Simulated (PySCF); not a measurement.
C$_{4}$H$_{4}$N$_{2}$, SMILES `c1cnccn1`.

Computed with PySCF, 6-31+G* basis, geometry: GFN2-xTB. No frequency check shows the geometry to be a minimum.

Input

```python
import numpy as np
from pyscf import gto, scf, dft, mcscf, mrpt
from pyscf.mcscf import avas

def solve(mol, dm0=None, hcore=None):
    mf = scf.ROHF(mol) if mol.spin else scf.RHF(mol)
    mf = mf.density_fit(auxbasis='def2-universal-jkfit')
    mf.conv_tol, mf.max_cycle = 1e-8, 80
    if hcore is not None:
        mf.get_hcore = lambda *args: hcore
    mf.kernel(dm0)
    if not mf.converged:
        mf = mf.newton().run(mf.mo_coeff, mf.mo_occ, max_cycle=30)
    assert mf.converged, 'SCF not converged'
    return mf

mol = gto.M(atom='''
C      1.12172     0.70663     0.00000
C      1.13647    -0.68266     0.00000
N      0.01601    -1.38591     0.00000
C     -1.12172    -0.70663     0.00000
C     -1.13647     0.68266     0.00000
N     -0.01601     1.38591     0.00000
H      2.03092     1.29201     0.00000
H      2.05788    -1.24862     0.00000
H     -2.03092    -1.29201     0.00000
H     -2.05788     1.24862     0.00000
''', basis='6-31+g*', charge=0, spin=0, verbose=4)
mf = solve(mol)
ncas, nel, orbs = avas.avas(mf, ['C 2pz', 'N 2pz'], threshold=0.5, openshell_option=3)
print('active space', nel, ncas)
assert 2 <= ncas <= 10, 'active space too large or empty'
mc = mcscf.CASSCF(mf, ncas, nel)
mc.natorb, mc.max_cycle_macro = True, 60
mc.fix_spin_(ss=mol.spin / 2 * (mol.spin / 2 + 1))
mc.kernel(orbs)
occ = mc.mo_occ[mc.ncore:mc.ncore + ncas]
print('natural occupations', occ.round(4))
e2 = mrpt.NEVPT(mc).kernel()
out = dict(c=mc.mo_coeff[:, mc.ncore:mc.ncore + ncas], occ=occ, e=mc.e_tot, e2=e2, ehf=mf.e_tot, ok=mc.converged, nel=nel, w0=abs(mc.ci).max() ** 2, dm=mc.make_rdm1())
# the other spin state at the same geometry
other = mol.copy().set(spin=2).build()
mo = scf.ROHF(other).density_fit(auxbasis='def2-universal-jkfit').run()
na = (nel + other.spin) // 2
m2 = mcscf.CASSCF(mo, ncas, (na, nel - na))
m2.natorb = True
m2.fix_spin_(ss=other.spin / 2 * (other.spin / 2 + 1))
m2.kernel(mc.mo_coeff)
e2o = mrpt.NEVPT(m2).kernel()
print('other state above this one / eV: CASSCF', (m2.e_tot - mc.e_tot) * 27.211386, 'NEVPT2', (m2.e_tot + e2o - mc.e_tot - e2) * 27.211386)
np.savez('result.npz', eo=m2.e_tot, e2o=e2o, oko=m2.converged, occo=m2.mo_occ[mc.ncore:mc.ncore + ncas], co=m2.mo_coeff[:, mc.ncore:mc.ncore + ncas], **out)
```

Launched as:

```sh
OMP_NUM_THREADS=1 python input.py
```

The run took 67 s on 1 thread of Arm Neoverse N1, with other jobs on the host, peak memory 0.3 GiB.

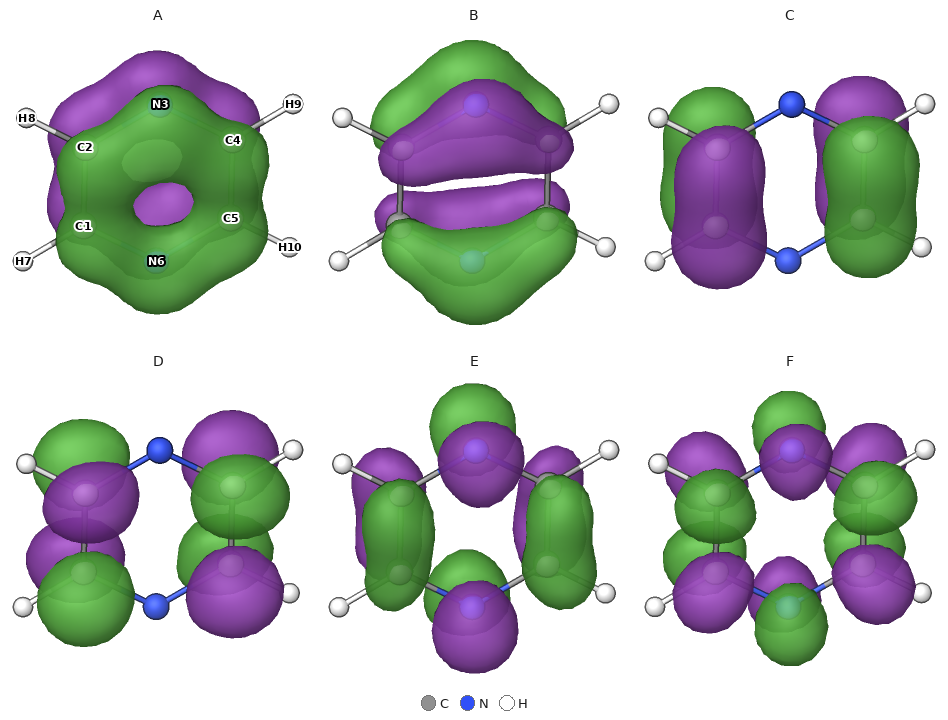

Natural orbitals of the π active space, CASSCF(6,6), triplet state at the geometry of the singlet, in order of falling occupation.

### What are the natural occupation numbers?

A 1.90, B 1.67, C 1.25, D 0.75, E 0.33, F 0.09.

### Where does the lowest triplet lie relative to the singlet, at this geometry and within this active space?

4.68 eV above it by strongly contracted NEVPT2 (+4.10 eV by CASSCF); a small basis tends to put such gaps a few tenths of an eV too high. This is a vertical energy for π states alone; a state that uses lone pairs or σ orbitals may lie lower.
